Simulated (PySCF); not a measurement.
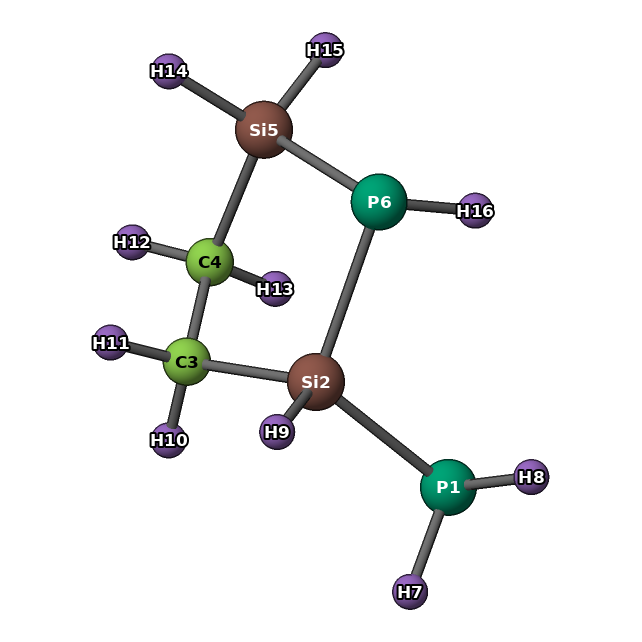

The questions are on isotropic NMR shieldings of the Si atoms. The geometry was computed by an optimisation with GFN2-xTB. No frequency run is at hand to confirm it as a minimum. Method: GIAO PBE0/pcSseg-1 NMR shielding, non-relativistic, gas phase (PySCF 2.14.0).

Give the isotropic NMR shieldings of the Si atoms atom by atom.

| atom | σ (ppm) |
| --- | --- |
| Si2 | 349.8 |
| Si5 | 375.4 |

The geometry is semi-empirical. Around P, Si such bond lengths and angles can be off by a tenth of an ångström or more and by several degrees, and values that hang on the shape move with them.
